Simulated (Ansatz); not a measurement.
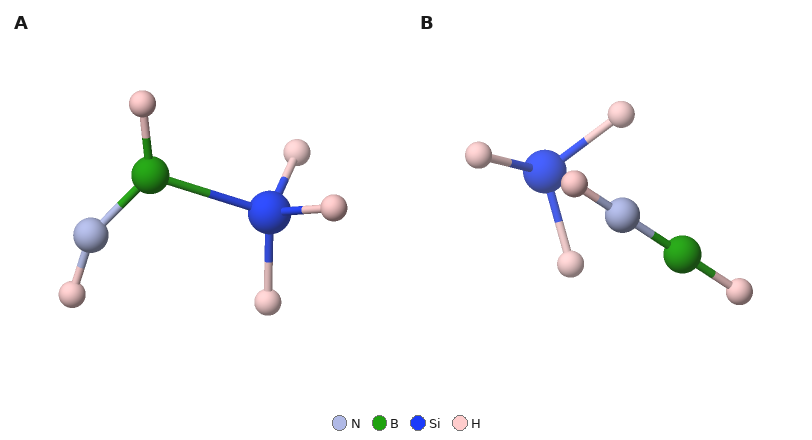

2 stationary structures of one formula. The species is neutral and a spin doublet. Geometries: PBE0-D4/def2-TZVP. Electronic energies: UHF-CCSD(T) (frozen core)/def2-TZVPP (Ansatz 0.2.0), without zero-point energy. No frequency run is at hand to confirm each as a minimum. Each is one conformer, not always the lowest.

**Which structure is the most stable?**

A is lowest (Cs); B lies 9.2 kcal/mol above it (C1).
